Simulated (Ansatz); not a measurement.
Breaking a bond: FLi, singlet.

Computed with: RCCSD(T) = CCSD(T) on RHF/cc-pVDZ, frozen core in Ansatz (a quantum-chemistry and plane-wave program); RKS-PBE0 = restricted PBE0/cc-pVDZ in Ansatz; RKS-B3LYP = Ansatz with restricted B3LYP/cc-pVDZ; RKS-PBE = restricted PBE/cc-pVDZ in Ansatz; UKS-PBE0 = Ansatz with unrestricted PBE0/cc-pVDZ; UKS-B3LYP = Ansatz with unrestricted B3LYP/cc-pVDZ; UKS-PBE = unrestricted PBE/cc-pVDZ (Ansatz); FCI = full CI/cc-pVDZ, frozen core in Ansatz.

Cost and accuracy over the 21 points of the scan, with FCI as yardstick. Costs are rough ratios of core time within Ansatz on shared cores, each with its mean field (Kohn-Sham runs search longer for lower solutions than correlated ones do); the miss is the largest error against full CI of the curve after the mean shift, in kJ/mol.

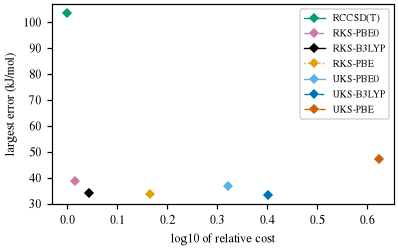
Figure: Miss against cost, one point a level.

```json
[
 {"level": "RCCSD(T)", "relative cost": "1", "largest error": "103.3"},
 {"level": "RKS-PBE0", "relative cost": "1", "largest error": "38.6"},
 {"level": "RKS-B3LYP", "relative cost": "1", "largest error": "33.9"},
 {"level": "RKS-PBE", "relative cost": "1", "largest error": "33.7"},
 {"level": "UKS-PBE0", "relative cost": "2", "largest error": "36.9"},
 {"level": "UKS-B3LYP", "relative cost": "3", "largest error": "33.3"},
 {"level": "UKS-PBE", "relative cost": "4", "largest error": "47.3"}
]
```

Costs within a factor of two of each other count as equal.

The scan ran from 1.34 to 6.28 Å; beyond the distances shown full CI changes its symmetry label. The T1 diagnostic of CCSD on the restricted reference of RCCSD(T) exceeds 0.045 at 2.96 to 5.31 Å. The restricted form behind RKS-PBE0, RKS-B3LYP, RKS-PBE keeps the bonding electrons paired and can't separate into open-shell fragments. The unrestricted determinant behind UKS-PBE0 is spin-contaminated at 3.28 to 5.31 Å (<S²> up to 0.7, against 0.00 for a pure singlet). The unrestricted determinant behind UKS-B3LYP, UKS-PBE is spin-contaminated at 3.28 to 5.31 Å (<S²> up to 0.6, against 0.00 for a pure singlet).
